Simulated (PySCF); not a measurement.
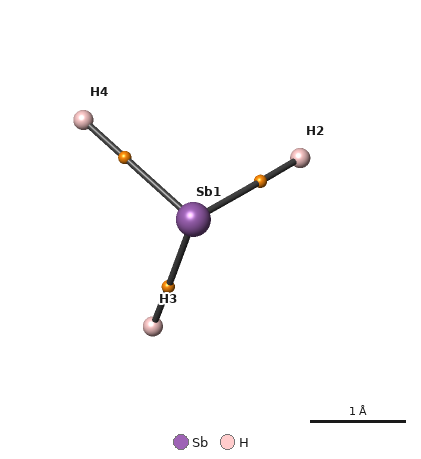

Figure. H$_{3}$Sb, SMILES `[SbH3]`. Molecular graph of the electron density (QTAIM): bond paths, bond critical points (orange), ring points (yellow, if any); weak paths are dashed.

Level of theory: B3LYP/def2-SVP (PySCF), at a geometry from GFN2-xTB. Core potentials replace the inner electrons of Sb; spin–orbit coupling isn't included. No frequency check shows the geometry to be a minimum. GFN2-xTB bond lengths at metals and heavier atoms can be off by up to 0.1 Å and shapes distorted, which carries into these values.

Input

```python
import numpy as np
from pyscf import gto, scf, dft
from pyscf.scf import atom_ks, atom_hf
from scipy.linalg import block_diag

def solve(mol, dm0=None, hcore=None):
    mf = (dft.UKS if mol.spin else dft.RKS)(mol, xc='b3lyp')
    mf.grids.level = 3
    mf = mf.density_fit(auxbasis='def2-universal-jkfit')
    mf.conv_tol, mf.max_cycle = 1e-8, 80
    if hcore is not None:
        mf.get_hcore = lambda *args: hcore
    mf.kernel(dm0)
    if not mf.converged:
        mf = mf.newton().run(mf.mo_coeff, mf.mo_occ, max_cycle=30)
    assert mf.converged, 'SCF not converged'
    return mf

mol = gto.M(atom='''
Sb     0.04032     0.03509     0.01323
H      0.23795    -1.47300    -0.70938
H     -1.06194    -0.65811     1.08102
H     -1.23219     0.34129    -1.04656
''', basis='def2-svp', ecp={'Sb': 'def2-svp'}, charge=0, spin=0, verbose=4)
mf = solve(mol)
mf.analyze()
# spherically averaged free atoms, for the promolecule
atom_ks.AtomSphAverageRKS.init_guess_by_vsap = lambda self, mol=None: self.init_guess_by_minao(mol)  # core potentials
atm = atom_ks.get_atm_nrks(mol, xc='b3lyp')
pro = block_diag(*[(atm[a[0]][2] * atm[a[0]][3]) @ atm[a[0]][2].T for a in mol._atom])
np.savez('result.npz', e=mf.e_tot, c=mf.mo_coeff, occ=mf.mo_occ, eps=mf.mo_energy, pro=pro, dip=mf.dip_moment(verbose=0), s2=mf.spin_square()[0])
```

Run with:

```sh
OMP_NUM_THREADS=1 python input.py
```

The run took 4.3 s on 1 thread of Arm Neoverse N1, on a shared host, peak memory 0.19 GiB.

Partitions, critical points and surface values were worked out afterwards from this run's density.

How many critical points of each kind are there, and does the count close?

Answer. 4 nuclei, 3 bond, 0 ring and 0 cage critical points: 4 − 3 + 0 − 0 = 1, as the Poincaré–Hopf relation requires.

Tabulate density, Laplacian, ellipticity and energy density at the bond critical points (atomic units).

Answer.
```json
{"bond": "Sb1–H2 (3 alike)", "length (Å)": "1.684", "ρ (a.u.)": "0.118", "∇²ρ (a.u.)": "+0.11", "ε": "0.02", "H (a.u.)": "−0.056"}
```

What kind of interaction is Sb1–H2?

Answer. Polar or intermediate (positive Laplacian, negative energy density H): ρ = 0.118, ∇²ρ = +0.11, H = −0.056 a.u.
